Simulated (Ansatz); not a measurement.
BFH2Si2 (SMILES F[Si]1=[SiH]B1)

The calculation's input:

```
basis:
  gaussian:
    orbitals: def2-TZVPD
crystal:
  periodic: [false, false, false]
  atoms:
    - {symbol: B, position_ang: [-0.061842, -0.204133, 0.151842]}
    - {symbol: F, position_ang: [-1.143852, 2.865380, 1.129879]}
    - {symbol: Si, position_ang: [-0.285087, 1.662100, 0.463512]}
    - {symbol: Si, position_ang: [1.338492, 0.891102, -0.662595]}
    - {symbol: H, position_ang: [2.593606, 0.894391, -1.479707]}
    - {symbol: H, position_ang: [-0.433093, -1.334476, 0.292856]}
output: {forces: true, orbitals: {seedname: orbitals}}
magnetization:
  spin_polarized: false
  initial_magnetization: 0
hamiltonian:
  xc: {name: PBE0}
```

Launched as:

```sh
ansatz run input.yaml --threads 1 --pin off --max-ram 2610MiB --events-out events.jsonl --progress --plain --runs-dir runs
```

Geometry: B3LYP-D3(BJ)/def2-SVP.

The calculation used isolated molecule in a Gaussian basis; Kohn-Sham density functional theory, functional PBE0 (Ansatz 0.2.0).

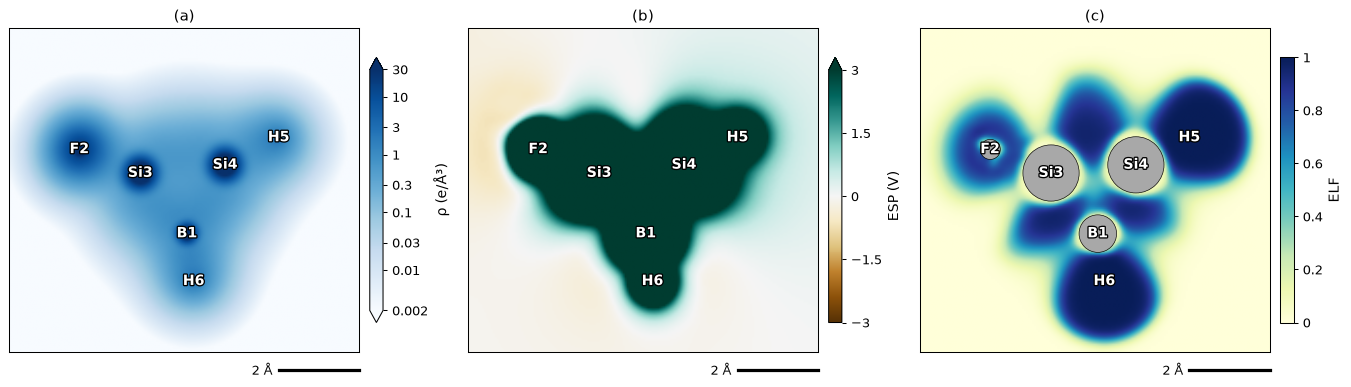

Figure 1. (a) electron density; (b) molecular electrostatic potential; (c) ELF on the molecular plane. Grey discs cover the atomic cores in the ELF map.

Q: Interpret the plot.

A: The section cuts through B, F, Si and H sites.
Si–F (1.62 Å): the density is about 1.1 e/Å³ at the midpoint; the ELF peaks at about 0.85 in the valence shell of F, 0.5 Å from its nucleus, and is about 0.55 at the midpoint.
Si–B (1.91 Å): ρ is about 0.79 e/Å³ halfway; the ELF peaks at about 0.85 between the atoms; a shared electron pair.
Si–Si (2.12 Å): ρ is about 0.59 e/Å³ halfway; the ELF peaks at about 0.60 between the atoms.
B–H (1.20 Å): ρ is about 1.3 e/Å³ halfway; the ELF climbs to about 1 towards the hydrogen, as it does in any bond to H: a covalent bond by its length.
Si–B (1.96 Å): the density is about 0.77 e/Å³ at the midpoint; the ELF peaks at about 0.85 between the atoms; localised, covalent bonding.
The ELF also peaks beside F2, away from the bonds: lone-pair regions.
Outside the dense part of the molecule the potential is most negative (−0.7 V) near F2.

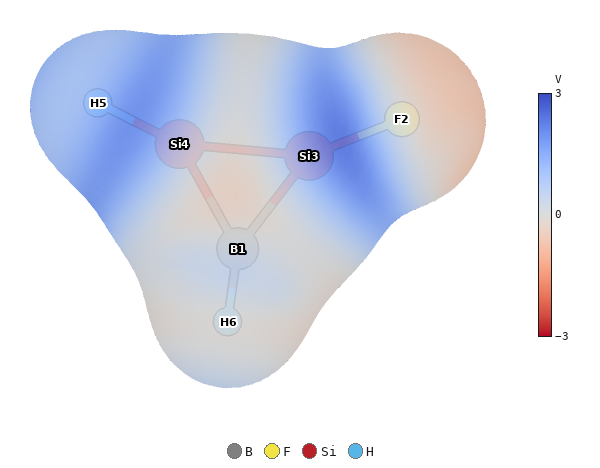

Figure 2. The electrostatic potential painted on the density surface at 0.004 e/bohr³, seen at a tilt; the colour scale runs from red (negative) to blue (positive).

Q: Describe the electrostatic potential map.

A: The most negative region (about −0.7 V) lies over F2, the most positive (about +2.2 V) over Si3.

Q: How polar is the molecule by this calculation?

A: Its dipole moment is 1.63 D.

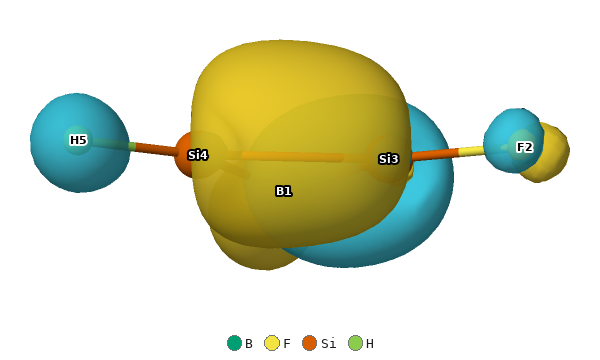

Figure 3. The HOMO−1 at ±0.15 Å⁻³ᐟ² (yellow and cyan are the two phases), seen from one side.

Q: Describe this orbital and give its energy.

A: By Hirshfeld shares it lies mainly on Si3 (about 35 %), Si4 (about 30 %), B1 (about 20 %) and H6 (about 5 %); it is symmetric in the molecular plane (an in-plane orbital: σ, lone-pair or in-plane π type). Its energy is −7.51 eV.
